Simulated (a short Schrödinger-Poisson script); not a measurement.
Stack: gated Al0.4Ga0.6N/GaN polarisation-induced gas, at 300 K.

```csv
layer,material,thickness (nm),Na (cm⁻³)
1,Al0.4Ga0.6N,20,-
2,GaN,6000,4e15
```

The device is made up for the run: typed textbook-type constants, with dimensions and the other settings drawn at random. Al0.4Ga0.6N: permittivity 9.26, conduction-band edge (eV) 0.58, gap (eV) 4.258, electron mass (mₑ) 0.248, Nv at 300 K (cm⁻³) 4.6e19. GaN: permittivity 9.5, conduction-band edge (eV) 0, gap (eV) 3.43, Nv at 300 K (cm⁻³) 4.6e19.

Channel valleys (confinement mass, in-plane density-of-states mass, number): Γ 0.2, 0.2, 1. At the gate the conduction-band edge of layer 1 lies 1.36 eV − eVg above the Fermi level of the channel; the field vanishes at the back. Sheet of polarisation charge: +2e13 e/cm² at 20 nm from the gate. The barrier under the gate holds no holes. Gaps are held at their typed values at every temperature. Mesh 0.08 nm at interfaces.

From a short Schrödinger-Poisson script (our own, NumPy): 1D Poisson equation in equilibrium, electrons quantum, Hartree plus LDA exchange-correlation (BenDaniel-Duke, 40 states a valley, the channel's in-plane mass for all, wave functions free to enter the barrier), parabolic valleys, classical holes, full ionisation, no traps, pinning or gate leakage.

Only gate voltages with over 1e8 electrons/cm² are shown.

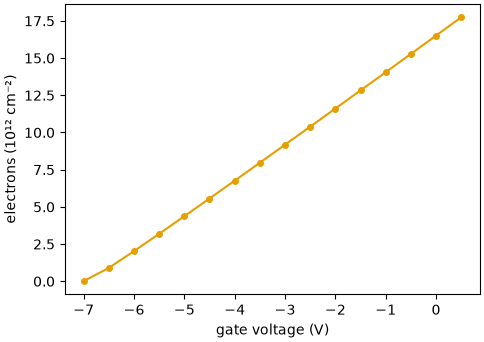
Figure. Sheet density against gate voltage

| Vg (V) | electrons (cm⁻²) | in the channel layer | C (μF/cm²) | Γ E0 (meV) | Γ E1 (meV) |
|---|---|---|---|---|---|
| 0.5 | 1.77e13 | 1.62e13 | 0.396 | -188.3 | -5.2 |
| -0.5 | 1.53e13 | 1.42e13 | 0.394 | -163.8 | 3.6 |
| -1.5 | 1.28e13 | 1.21e13 | 0.392 | -138.6 | 12.5 |
| -2.5 | 1.04e13 | 9.93e12 | 0.389 | -112.7 | 21.6 |
| -3.5 | 7.97e12 | 7.70e12 | 0.387 | -86.1 | 31.2 |
| -4.5 | 5.56e12 | 5.43e12 | 0.383 | -58.0 | 41.4 |
| -5.5 | 3.19e12 | 3.15e12 | 0.376 | -26.2 | 53.5 |
| -6.5 | 8.98e11 | 8.93e11 | 0.351 | 22.7 | 77.2 |

Subbands count from the Fermi level.
